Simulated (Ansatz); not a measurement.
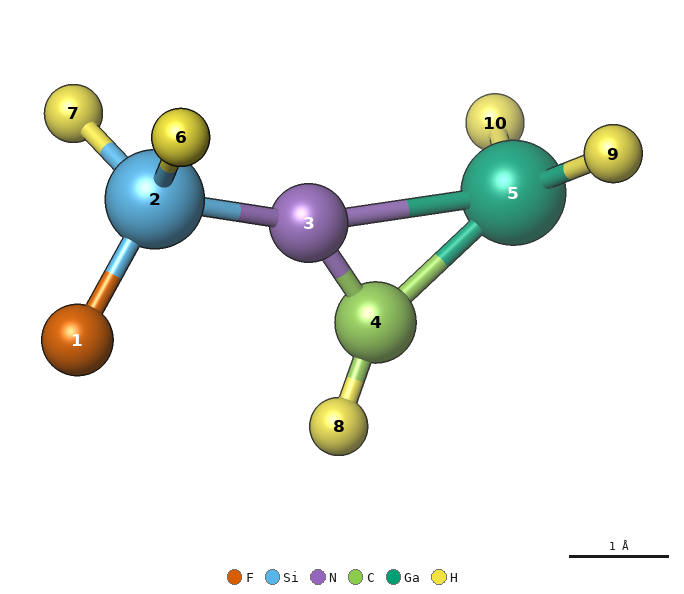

Orthographic view. Atoms fade into the background with distance from the viewer. The computed structure is the end point of a PBE-D4/def2-SVP optimisation. No frequency run is at hand to confirm it as a minimum.

Give the geometry as a Z-matrix, atoms in numerical order, with these reference atoms: 2 to 1; 3 to 2, 1; 4 to 3, 2, 1; 5 to 4, 3, 2; 6 to 2, 1, 3; 7 to 2, 6, 1; 8 to 4, 3, 2; 9 to 5, 4, 8; 10 to 5, 9, 4.

```
F  
Si   1   1.640
N    2   1.757   1   111.4
C    3   1.291   2   136.3   1     0.4
Ga   4   1.979   3    86.5   2  -179.4
H    2   1.496   1   108.9   3  -118.1
H    2   1.496   6   112.9   1   121.1
H    4   1.117   3   122.9   2     0.3
H    5   1.571   4   115.9   8   -94.6
H    5   1.572   9   127.1   4   168.2
```
